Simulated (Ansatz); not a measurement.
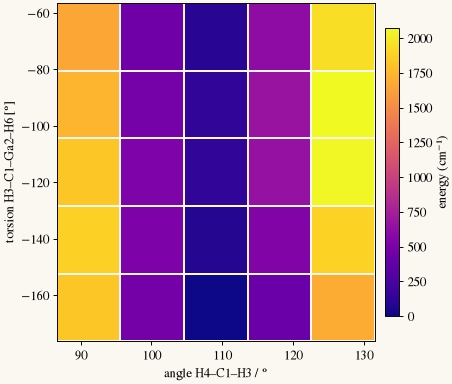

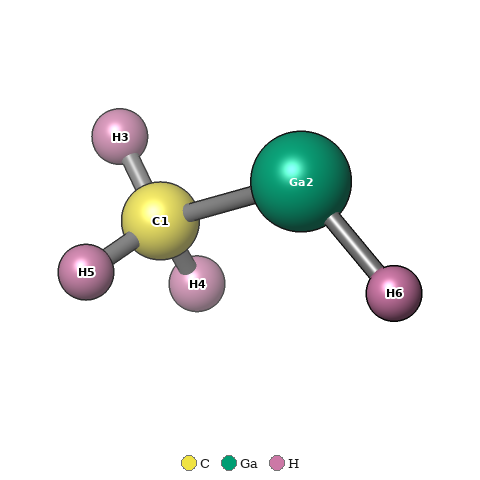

Energy landscape of CH4Ga, SMILES [CH3][GaH], spin multiplicity 2. Two internal coordinates are moved rigidly from the geometry relaxed at PBE0-D4/def2-TZVP, all others fixed. The first coordinate is: angle H4–C1–H3; the second: torsion H3–C1–Ga2–H6. The grid has 5 × 5 points. Points are written as (first, second). Energies: cm⁻¹, counted from the lowest grid point. Theory: UKS PBE-D4/def2-TZVPP in Ansatz 0.2.0.

The picture shows one coloured cell a grid point. The second picture is the structure at the lowest point.

Question: What does the map say about the system?

Answer: The lowest grid point is at (109°, −164.4°). It lies at the edge of the scanned range, so the true minimum may lie outside. The energy also falls towards the edge at (109°, −68.4°) (96 cm⁻¹ above the lowest), where a further well may lie outside the range. The highest grid point, (127°, −92.4°), lies 2072 cm⁻¹ above the lowest.
